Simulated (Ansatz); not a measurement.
# Phonons of HfB2 (P6/mmm) against volume

Wanted: Grüneisen parameters and pressure coefficients of the modes of HfB2 (P6/mmm).

Program: Ansatz 0.2.0. Level of theory: DFT PBEsol, scalar-relativistic, plane waves, PAW; PAW set soft_1. Results are calculated unless marked as measured.

## 1. The structure

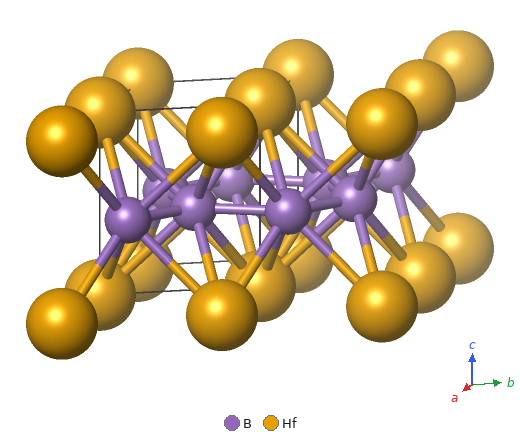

The cell as given, slightly off an axis (boron purple, hafnium orange). 2×2×1 cells are drawn. Some periodic images of atoms are drawn too.

## 2. Bringing the structure to rest

Harmonic phonons are second derivatives at a point where the forces vanish, and they are wanted at zero stress, so atoms and cell are relaxed first.

The input, input.yaml:

```yaml
crystal:
  lattice:
    - [3.14, 0.0, 0.0]
    - [-1.57, 2.7193197679, 0.0]
    - [0.0, 0.0, 3.48]
  atoms:
    - { symbol: B, position: [0.33333333, 0.66666667, 0.5] }
    - { symbol: B, position: [0.66666667, 0.33333333, 0.5] }
    - { symbol: Hf, position: [0.0, 0.0, 0.0] }
kpoints:
  mp_grid: { grid: [15, 15, 12] }
hamiltonian:
  xc: pbesol
  pseudopotentials: { kind: paw, azcp: { folder: soft_1 }, xc_functional: pbe }
scf:
  occupations: { method: gaussian, width: 0.1 }
output:
  forces: true
  stress: true
  eigenvalues: true
  write_density: true
  write_potential: true
  elf: true
  volumetric_format: npy
relax:
  adjacent_minimum: "off"
  f_tol: 0.005
  max_steps: 80
  cell: { stress_tol: 0.05 }
```

On the command line:

```sh
> ansatz run input.yaml --threads 4 --pin off --max-ram 10240MiB --backend cpu --events-out ev --progress --plain --runs-dir out
```

Numbers of over 12 decimals in the logs are rounded to 6 here.

Log:

```text
Engine: ansatz 0.2.0, aarch64-unknown-linux-gnu
Pseudopotentials: kind: paw
Pseudopotential: B, paw, valence charge 3, recommended cutoff 420 eV (normal), soft_1/B.paw.azcp
Pseudopotential: Hf, paw, valence charge 26, recommended cutoff 420 eV (normal), soft_1/Hf.paw.azcp
Functional definition: PBEsol
  exchange = pbesol_x
  correlation = pbesol_c
Crystal: 3 atoms, lattice volume = 29.715 Å³
Basis set: ecut = 420 eV, 563 PW (Γ), exchange–correlation on 48×48×48 points (8 copies of the dense FFT grid, shifted against one another)
Bands: 20, of which v1, the nominal top of the filled ones, is band 16 counted from 1 (15 counted from 0)
Symmetry: 24 space group operations
Space group: P6/mmm (ITA 191), of the structure as read, at distance tolerance 3.1e-5 Å
k-points: 189 of 2700
Non-local potential: B, projectors of the file, l = 0: 2, l = 1: 2, l = 2: 1
Non-local potential: Hf, projectors of the file, l = 0: 3, l = 1: 2, l = 2: 2, l = 3: 3
PAW form: soft (Blöchl's): semilocal exchange-correlation on the pseudo side does not see the compensation charge
PAW frozen core: B, regenerated for the run's functional, and the local potential with it (the file was generated under x = pbe(κ = 0.804, μ = 0.219515), c = pbe(β = 0.066725))
PAW frozen core: Hf, regenerated for the run's functional, and the local potential with it (the file was generated under x = pbe(κ = 0.804, μ = 0.219515), c = pbe(β = 0.066725))
PAW one-centre angular grid: B, 110 points (default); XC on 64 Gauss nodes
PAW one-centre angular grid: Hf, 590 points (default); XC on 64 Gauss nodes
Initial density: superposition of atomic densities (chi_scale 0.1, normalization cell, long waves kept (reshape's long-wave potential 0.00 eV rms))
Initial wavefunctions: pseudopotential atomic-orbital guess
Functional: x = pbesol(κ = 0.804, μ = 0.123457), c = pbesol(β = 0.046)
SCF iter   1: F=—  HF=-15907.955221 eV  |F-HF|=—  |Δ(HF+E_count)|=         —  Δρ=6.35e-2  dr2=1.87e0  ethr=3.10e-3  ⟨swp⟩=4.5  Hψ=15063  notcnv=0
preconditioner: auto → none  [metal: Δε(μ)=0.055 eV  Ē_g=16.626 eV  σ=0.100 eV  W_gap=0.30  n_scr=8 (ndim 8)  ℏωp=37.3 eV  f_vac=0.000  D(μ)=0.27/eV (n_scr^D=0)  sad-step TF]
SCF iter   2: F=—  HF=-15907.559437 eV  |F-HF|=—  |Δ(HF+E_count)|=   3.96e-1  Δρ=3.38e-2  dr2=5.46e-1  ethr=3.10e-3  ⟨swp⟩=3.0  Hψ=8033  notcnv=0  defer=2
SCF iter   3: F=—  HF=-15907.433001 eV  |F-HF|=—  |Δ(HF+E_count)|=   1.26e-1  Δρ=1.10e-2  dr2=2.45e-2  ethr=1.71e-3  ⟨swp⟩=2.3  Hψ=7895  notcnv=0  defer=2
SCF iter   4: F=—  HF=-15907.373318 eV  |F-HF|=—  |Δ(HF+E_count)|=   5.97e-2  Δρ=2.94e-3  dr2=1.25e-3  ethr=7.65e-5  ⟨swp⟩=2.3  Hψ=8290  notcnv=0  defer=2
SCF iter   5: F=—  HF=-15907.376408 eV  |F-HF|=—  |Δ(HF+E_count)|=   3.09e-3  Δρ=8.52e-4  dr2=2.72e-4  ethr=3.90e-6  ⟨swp⟩=2.0  Hψ=6910  notcnv=0  defer=2
SCF iter   6: F=—  HF=-15907.376208 eV  |F-HF|=—  |Δ(HF+E_count)|=   2.00e-4  Δρ=1.38e-4  dr2=1.09e-5  ethr=8.51e-7  ⟨swp⟩=2.0  Hψ=6812  notcnv=0  defer=2
SCF iter   7: F=—  HF=-15907.376205 eV  |F-HF|=—  |Δ(HF+E_count)|=   3.65e-6  Δρ=2.90e-5  dr2=2.42e-7  ethr=3.41e-8  ⟨swp⟩=2.2  Hψ=5554  notcnv=0  defer=2
SCF iter   8: F=-15907.376204 eV  HF=-15907.376204 eV  |F-HF|=5.97e-10  |Δ(HF+E_count)|=   7.47e-8  Δρ=3.06e-6  dr2=1.04e-9  ethr=3.13e-10  ⟨swp⟩=9.4  Hψ=28098  notcnv=0
SCF 1 converged in 8 iterations: F = -15907.376204 eV  dr2 = 1.04e-9
  greatest PAW one-centre occupation: 0.998 electrons in one spin orbital (limit 2), on the Hf atom at site 2 (counted from 0), in its partial waves of l = 0
relax step   1: F+E_penalty+E_count = -15907.37620447 eV  Δ(F+E_penalty+E_count) = +0.000e0 eV  max|allowed force component| = 1.480e-16 eV/Å  Δτ_max = 0.0000 Å  P = -4.363 GPa  Ω = 29.715 Å³  (8 SCF iters, dr2 threshold 1.00e-7 eV, accepted)
Crystal: 3 atoms, lattice volume = 28.977 Å³
Initial density: handed on by an earlier stage of this run
Initial wavefunctions: those handed on with the density
iter 1 solved again at ethr=9.64e-6 eV; its pass at ethr=3.10e-3 eV (dr2=3.09e-3 eV) is discarded
SCF iter   1: F=—  HF=-15907.382511 eV  |F-HF|=—  |Δ(HF+E_count)|=         —  Δρ=2.59e-3  dr2=3.06e-3  ethr=9.64e-6  ⟨swp⟩=1.2  Hψ=22363  notcnv=0
preconditioner: auto → none  [metal: Δε(μ)=0.067 eV  Ē_g=17.467 eV  σ=0.100 eV  W_gap=0.36  n_scr=8 (ndim 8)  ℏωp=37.8 eV  f_vac=0.000  D(μ)=0.24/eV (n_scr^D=0)]
SCF iter   2: F=—  HF=-15907.381758 eV  |F-HF|=—  |Δ(HF+E_count)|=   7.53e-4  Δρ=1.05e-3  dr2=5.11e-4  ethr=9.57e-6  ⟨swp⟩=2.0  Hψ=6526  notcnv=0
SCF iter   3: F=—  HF=-15907.381571 eV  |F-HF|=—  |Δ(HF+E_count)|=   1.88e-4  Δρ=4.31e-4  dr2=2.04e-5  ethr=1.60e-6  ⟨swp⟩=2.0  Hψ=6380  notcnv=0
SCF iter   4: F=—  HF=-15907.381570 eV  |F-HF|=—  |Δ(HF+E_count)|=   5.66e-7  Δρ=1.38e-4  dr2=2.66e-6  ethr=6.36e-8  ⟨swp⟩=2.1  Hψ=6578  notcnv=0
SCF iter   5: F=-15907.381571 eV  HF=-15907.381571 eV  |F-HF|=3.95e-8  |Δ(HF+E_count)|=   5.38e-7  Δρ=2.35e-5  dr2=5.03e-8  ethr=9.37e-10  ⟨swp⟩=8.1  Hψ=29863  notcnv=0
SCF 2 converged in 5 iterations: F = -15907.381571 eV  dr2 = 5.03e-8
relax step   2: F+E_penalty+E_count = -15907.38157083 eV  Δ(F+E_penalty+E_count) = -5.366e-3 eV  max|allowed force component| = 1.110e-16 eV/Å  Δτ_max = 0.0000 Å  P = +1.845 GPa  Ω = 28.977 Å³  energy of the carried Pulay correction = +5.603e-4 eV  (5 SCF iters, dr2 threshold 3.00e-7 eV, accepted)
Crystal: 3 atoms, lattice volume = 29.176 Å³
iter 1 solved again at ethr=7.22e-7 eV; its pass at ethr=3.10e-3 eV (dr2=2.31e-4 eV) is discarded
SCF iter   1: F=—  HF=-15907.384230 eV  |F-HF|=—  |Δ(HF+E_count)|=         —  Δρ=1.02e-3  dr2=2.75e-4  ethr=7.22e-7  ⟨swp⟩=2.1  Hψ=21490  notcnv=0
preconditioner: auto → none  [metal: Δε(μ)=0.020 eV  Ē_g=17.489 eV  σ=0.100 eV  W_gap=0.11  n_scr=8 (ndim 8)  ℏωp=37.7 eV  f_vac=0.000  D(μ)=0.22/eV (n_scr^D=0)]
SCF iter   2: F=—  HF=-15907.384135 eV  |F-HF|=—  |Δ(HF+E_count)|=   9.50e-5  Δρ=4.26e-4  dr2=3.39e-5  ethr=7.22e-7  ⟨swp⟩=2.0  Hψ=6569  notcnv=0
SCF iter   3: F=—  HF=-15907.384128 eV  |F-HF|=—  |Δ(HF+E_count)|=   7.40e-6  Δρ=2.02e-4  dr2=6.90e-6  ethr=1.06e-7  ⟨swp⟩=2.0  Hψ=6050  notcnv=0
SCF iter   4: F=—  HF=-15907.384126 eV  |F-HF|=—  |Δ(HF+E_count)|=   1.94e-6  Δρ=6.62e-5  dr2=3.59e-7  ethr=2.16e-8  ⟨swp⟩=2.0  Hψ=6795  notcnv=0
SCF iter   5: F=-15907.384126 eV  HF=-15907.384126 eV  |F-HF|=4.40e-8  |Δ(HF+E_count)|=   4.30e-8  Δρ=1.19e-5  dr2=1.54e-8  ethr=9.37e-10  ⟨swp⟩=8.9  Hψ=26714  notcnv=0
SCF 3 converged in 5 iterations: F = -15907.384126 eV  dr2 = 1.54e-8
relax step   3: F+E_penalty+E_count = -15907.38412600 eV  Δ(F+E_penalty+E_count) = -2.555e-3 eV  max|allowed force component| = 2.837e-16 eV/Å  Δτ_max = 0.0000 Å  P = +0.229 GPa  Ω = 29.176 Å³  energy of the carried Pulay correction = +4.218e-4 eV  (5 SCF iters, dr2 threshold 3.00e-7 eV, accepted)
[...]
relax step   4: F+E_penalty+E_count = -15907.38423615 eV  Δ(F+E_penalty+E_count) = -1.101e-4 eV  max|allowed force component| = 2.529e-16 eV/Å  Δτ_max = 0.0000 Å  P = -0.020 GPa  Ω = 29.199 Å³  energy of the carried Pulay correction = +3.991e-4 eV  (4 SCF iters, dr2 threshold 3.00e-7 eV, accepted)
Initial wavefunctions: pseudopotential atomic-orbital guess (no wavefunctions were taken with the density)
iter 1 solved again at ethr=3.04e-9 eV; its pass at ethr=3.10e-3 eV (dr2=9.74e-7 eV) is discarded
SCF iter   1: F=—  HF=-15907.383872 eV  |F-HF|=—  |Δ(HF+E_count)|=         —  Δρ=4.02e-5  dr2=1.57e-7  ethr=3.04e-9  ⟨swp⟩=3.9  Hψ=28172  notcnv=0
preconditioner: auto → none  [metal: Δε(μ)=0.027 eV  Ē_g=17.478 eV  σ=0.100 eV  W_gap=0.15  n_scr=8 (ndim 8)  ℏωp=37.6 eV  f_vac=0.000  D(μ)=0.23/eV (n_scr^D=0)]
SCF iter   2: F=—  HF=-15907.383866 eV  |F-HF|=—  |Δ(HF+E_count)|=   5.61e-6  Δρ=2.54e-5  dr2=9.66e-8  ethr=4.91e-10  ⟨swp⟩=2.0  Hψ=6815  notcnv=0
SCF iter   3: F=—  HF=-15907.383866 eV  |F-HF|=—  |Δ(HF+E_count)|=   1.19e-8  Δρ=1.09e-5  dr2=1.13e-8  ethr=3.02e-10  ⟨swp⟩=2.0  Hψ=6785  notcnv=0
SCF iter   4: F=—  HF=-15907.383866 eV  |F-HF|=—  |Δ(HF+E_count)|=   1.00e-9  Δρ=2.87e-6  dr2=3.81e-10  ethr=3.52e-11  ⟨swp⟩=2.0  Hψ=6046  notcnv=0
SCF iter   5: F=—  HF=-15907.383866 eV  |F-HF|=—  |Δ(HF+E_count)|=  3.82e-10  Δρ=7.96e-7  dr2=3.14e-11  ethr=1.19e-12  ⟨swp⟩=2.0  Hψ=6739  notcnv=0
SCF iter   6: F=-15907.383866 eV  HF=-15907.383866 eV  |F-HF|=0.00e0  |Δ(HF+E_count)|=  3.64e-11  Δρ=4.66e-8  dr2=2.20e-13  ethr=1.00e-12  ⟨swp⟩=5.3  Hψ=16796  notcnv=0
SCF 5 converged in 6 iterations: F = -15907.383866 eV  dr2 = 2.20e-13
relax step   5: F+E_penalty+E_count = -15907.38386589 eV  Δ(F+E_penalty+E_count) = +3.703e-4 eV  max|allowed force component| = 2.714e-16 eV/Å  Δτ_max = 0.0000 Å  P = -0.038 GPa  Ω = 29.199 Å³  stress off target by 4.04e-2 GPa  SCF on the basis re-selected at this cell (its energy is not comparable with the rows above)  (6 SCF iters)
basis re-selected at this cell: Δ(F+E_penalty+E_count) = +3.703e-4 eV, ΔP = -0.017 GPa vs the last step (what re-selecting the basis moved, of the pressure what is left beyond the Pulay correction that the steps carried, after the strain that the cell walked since its last selection, with what the two solves' SCF thresholds leave and, on support functions, any second-order correction that the steps lacked; it is no m [...]
SCF converged after 6 iterations
Free energy (F): -15907.383866 eV
Harris-Foulkes:  -15907.383866 eV  (|F-HF|=0.00e0)
Internal energy: -15907.382727 eV  (E = F + TS)
E sigma→0 (E₀):  -15907.383296 eV
Entropy (-TS):   -0.001139 eV (-0.380 meV/atom)
Fermi energy:    19.425952 eV
--- Per-component energies (eV) ---
  E_band       = 95.094377
  E_kinetic    = 512.771602
  E_local      = -6475.195582  (includes V_loc(G=0)·N_el)
  E_nonlocal   = 82.034547
  E_hartree    = 3190.384659
  E_xc         = -332.856942
  E_vxc        = -335.780276  (∫ρ·V_xc dr)
  E_paw        = -7727.532102  (= ΣΔE_a)
  E_vpaw       = -69.505337  (= ΣTr[D̂ρ^β])
  E_aug_tail   = 0.000119  (compensation charges beyond the density's cutoff)
  E_ewald      = -5158.269506
  E_core_change = 1.280478  (= ΣΔE_core)
  E_smearing   = -0.001139  (= −TS)
  E_closure    = 0.000000  (closes the sum)
  Σ components = -15907.383866   (vs F -15907.383866, Δ=0.00e0)
--- Forces (eV/Å), atoms counted from 1 ---
  atom   1  B     -0.00000000    -0.00000000    -0.00000000
  atom   2  B     -0.00000000     0.00000000     0.00000000
  atom   3  Hf     0.00000000    -0.00000000     0.00000000
  max |Σ_I F_I| component: 7.40e-17 eV/Å
--- Stress (GPa, compression-positive) ---
       -0.040356       0.000000      -0.000000
        0.000000      -0.040356      -0.000000
       -0.000000      -0.000000      -0.032215
  P = ⅓ Tr σ = -0.0376 GPa (-0.376 kbar)
--- Band table (eV; the first three rows and the last of 189) ---
  k-point 0: bands = [... 12 lower, 16.3301, 16.4202, 16.4202, 16.7486, 23.4460, 23.4460, 24.1726, 24.1726]
  k-point 1: bands = [... 12 lower, 15.4557, 16.4941, 16.4941, 17.5833, 22.5924, 22.5924, 23.9232, 23.9232]
  k-point 2: bands = [... 12 lower, 14.3668, 16.7126, 16.7126, 18.5793, 21.5681, 21.5681, 23.2695, 23.2695]
  k-point 188: bands = [... 12 lower, 10.2513, 13.9062, 16.2198, 16.2198, 23.9806, 24.8635, 26.5039, 26.5039]
--- Relaxed structure (4 steps of the walk, 4 accepted, 1 SCFs on fresh bases) ---
  F+E_penalty+E_count = -15907.38386589 eV   max|allowed force component| = 2.714e-16 eV/Å   (the final SCF, on the basis selected at the relaxed cell)
  cell:  # Å, volume = 29.1987 Å³
    - [3.127391, 0.0, 0.0]
    - [-1.563696, 2.708400, 0.0]
    - [0.0, 0.0, 3.447218]
  atoms:
    - { symbol: B, position: [0.333333, 0.666667, 0.5] }
    - { symbol: B, position: [0.666667, 0.333333, 0.5] }
    - { symbol: Hf, position: [0, 0, 0.0] }
```

Wall time 9.9 s (4 threads of Arm Neoverse V1, shared host); peak memory 0.46 GiB.

The steps of the relaxation:

```csv
step,energy less that of the first step (eV),largest force component (eV/Å),pressure (GPa),volume (Å³)
1,0.0000,0.0000,-4.36,29.71
2,-0.0054,0.0000,1.85,28.98
3,-0.0079,0.0000,0.23,29.18
4,-0.0080,0.0000,-0.02,29.20
5*,-0.0077,0.0000,-0.04,29.20
```

Relaxation steps marked * repeat the geometry before them on a plane-wave basis chosen anew for their cell, so energy and pressure can jump there.

The run keeps the 24 symmetry operations that it works with, so distortions that break them were not tested.

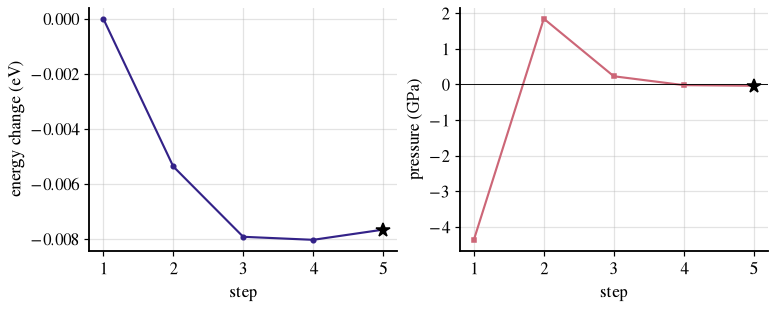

Energy and pressure along the relaxation. Stars mark steps on a basis chosen anew.

```csv
"conventional cell, symmetrised",before,after,change
a (Å),3.140,3.127,-0.4 %
b (Å),3.140,3.127,-0.4 %
c (Å),3.480,3.447,-0.9 %
volume (Å³/atom),9.90,9.73,-1.7 %
```

The relaxed structure:

```xyz
3
Lattice="3.1274 0.0000 0.0000 -1.5637 2.7084 0.0000 0.0000 0.0000 3.4472" Properties=species:S:1:pos:R:3 pbc="T T T"
B     0.0000    1.8056    1.7236
B     1.5637    0.9028    1.7236
Hf    0.0000    0.0000    0.0000
```

Numbers from this step:

- pressure: -0.03764 GPa
- volume per atom: 9.733 Å³
- gap on the k-mesh: 0 eV

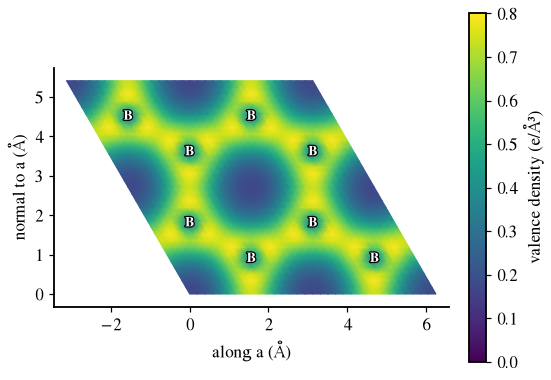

Valence density in the ab plane at fractional z = 0.500, with atoms of B within 0.2 Å of it. It is the smooth field of the valence electrons, not physical close to the nuclei.

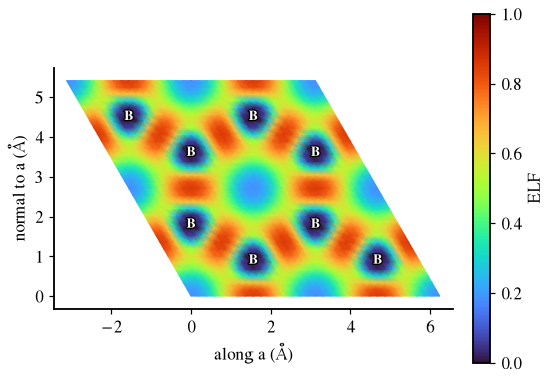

ELF in the ab plane at fractional z = 0.500, with atoms of B within 0.2 Å of it. It is the smooth field of the valence electrons, not physical close to the nuclei.

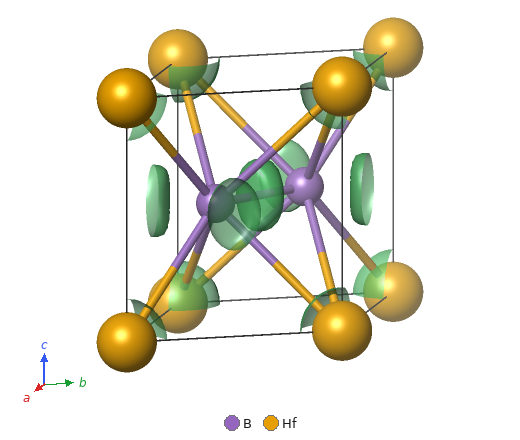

Surface of ELF = 0.78.

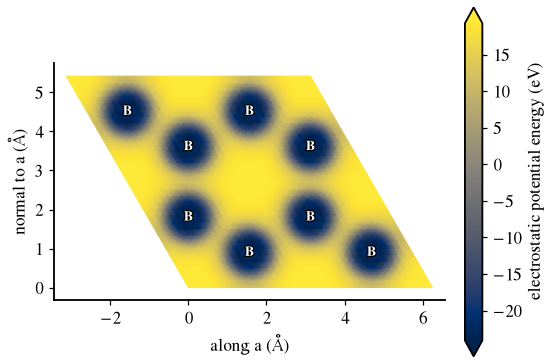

Electrostatic potential energy in the ab plane at fractional z = 0.500, with atoms of B within 0.2 Å of it. With pseudopotentials it is smooth inside the atoms' cores, unlike the true potential.

In this step the volume went from 9.90 to 9.73 Å³/atom.

## 3. Tight relaxation

Phonons need small forces and stress, so the relaxation is finished with tight tolerances on 15×15×12 k points.

input.yaml, the sections that differ from step 2:

```yaml
crystal:
  lattice:
    - [3.1273910949, 0.0, 0.0]
    - [-1.5636955474, 2.7084001357, 0.0]
    - [0.0, 0.0, 3.4472179595]
  atoms:
    - { symbol: B, position: [0.3333333333, 0.6666666667, 0.5] }
    - { symbol: B, position: [0.6666666667, 0.3333333333, 0.5] }
    - { symbol: Hf, position: [0.0, 0.0, 0.0] }
scf:
  occupations: { method: methfessel_paxton, width: 0.2 }
output:
  forces: true
  stress: true
  eigenvalues: true
relax:
  adjacent_minimum: "off"
  f_tol: 0.001
  max_steps: 60
  cell: { stress_tol: 0.01 }
# kpoints, hamiltonian: as in step 2
```

Log:

```text
[...]
Crystal: 3 atoms, lattice volume = 29.199 Å³
Basis set: ecut = 420 eV, 563 PW (Γ), exchange–correlation on 48×48×48 points (8 copies of the dense FFT grid, shifted against one another)
Bands: 20, of which v1, the nominal top of the filled ones, is band 16 counted from 1 (15 counted from 0)
Symmetry: 24 space group operations
[...]
k-points: 189 of 2700
[...]
k-point 188: bands = [... 12 lower, 10.2539, 13.9088, 16.2229, 16.2229, 23.9838, 24.8681, 26.5083, 26.5083]
--- Relaxed structure (3 steps of the walk, 3 accepted, 1 SCFs on fresh bases) ---
[...]
cell:  # Å, volume = 29.1942 Å³
    - [3.127156, -2.886527078198863e-11, 0]
    - [-1.563578, 2.708197, 0]
    - [0, 0, 3.447199]
  atoms:
    - { symbol: B, position: [0.333333, 0.666667, 0.5] }
    - { symbol: B, position: [0.666667, 0.333333, 0.5] }
    - { symbol: Hf, position: [0, 0, 0] }
[key lines of the parts left out:]
SCF converged after 4 iterations
Free energy (F): -15907.383233 eV
Fermi energy:    19.422278 eV
P = ⅓ Tr σ = -0.0006 GPa (-0.006 kbar)
```

It took 6.7 s on 4 threads; peak memory 0.45 GiB; 24 s of CPU time.

Little changed from the start: no atom moved by 0.005 Å and no cell edge by 0.1 %.

Numbers from this step:

* pressure: -5.66e-4 GPa
* volume per atom: 9.731 Å³

The forces vanish by symmetry and the pressure is -0.001 GPa, within the tolerances set. The cell now holds 9.73 Å³/atom.

(Part 1 of 2 ends here.)

[Logs are printed without paths, hosts, clocks, repeated set-up lines and the standing remarks that a program may print on its own settings, such as how far it seeks lower states.]

[Hosts, paths, dates, database ids (printed as entryN), source tags and the programs' standing remarks are cut or masked in the printed files.]
